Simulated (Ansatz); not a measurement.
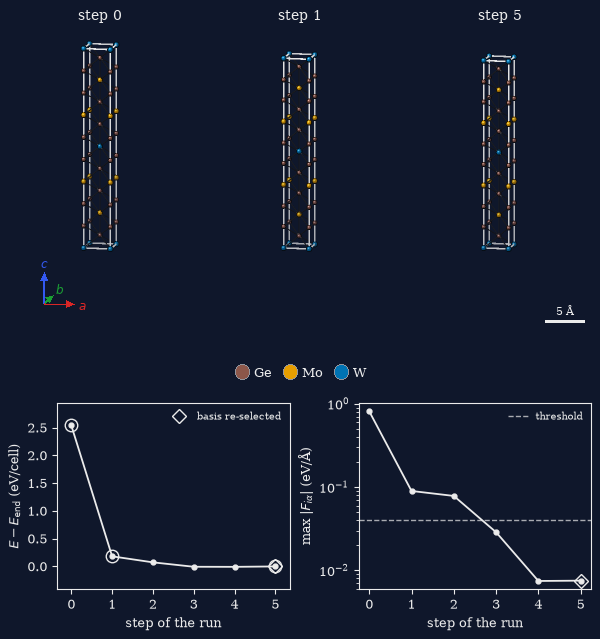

Frames of a relaxation of solid Ge$_{6}$Mo$_{2}$W (a generated structure, set up in I4/mmm) (coarse preliminary run), marked on the history of the run. A ball-and-stick model of the conventional cell (2 times the calculation's cell), seen slightly off an axis. Lengths and directions refer to the drawn axes.

Theory: DFT PBE, scalar-relativistic, plane waves, PAW in Ansatz 0.2.0. Set-up: plane-wave cutoff 420 eV; k-point mesh 6 × 6 × 6; occupations gaussian; smearing width 0.1 eV; no spin polarisation; cell and atoms relaxed; force threshold 0.04 eV/Å; at most 70 steps.

**What happens along the run?**

Over 4 accepted moves (5 points after the start) the energy falls by 2.540 eV per cell of the calculation. The largest force component goes from 0.81 to 0.0075 eV/Å. The pressure goes from −20.86 to −0.03 GPa. At 1 point the geometry stayed and the basis and grid were re-selected for the new cell (energy shift of 7.4 meV per cell of the calculation at most each time). The largest moves relative to the cell, 0.046 Å, are those of Ge atoms. By element the largest moves are Ge 0.046 Å, Mo 0.002 Å. W stays in place. The volume changes by −18.0 %, with a = b 3.574 → 3.338 Å (−6.6 %), c 26.459 → 24.871 Å (−6.0 %). Some distances before and after: Ge–Ge 2.940 → 2.679 Å, Ge–Mo 2.924 → 2.711 Å, Ge–W 2.924 → 2.719 Å, Ge–Ge 2.923 → 2.776 Å. The space group stays I4/mmm (No. 139). From step 0 to 1: Ge atoms move most (0.05 Å), volume −13.6 %, energy −2.358 eV per cell of the calculation. From step 1 to 5: volume −5.0 %, energy −0.182 eV per cell of the calculation.

| step | E − E(0), meV/atom | largest force component, eV/Å | pressure, GPa | volume, Å³/atom | note |
| --- | --- | --- | --- | --- | --- |
| 0 | 0.00 | 0.8109 | -20.86 | 18.779 |  |
| 1 | -262.04 | 0.0897 | -7.53 | 16.216 |  |
| 2 | -274.09 | 0.0782 | 5.25 | 14.948 |  |
| 3 | -282.94 | 0.0287 | -0.36 | 15.434 |  |
| 4 | -283.10 | 0.0075 | -0.02 | 15.399 |  |
| 5 | -282.27 | 0.0075 | -0.03 | 15.399 | same geometry, new basis |
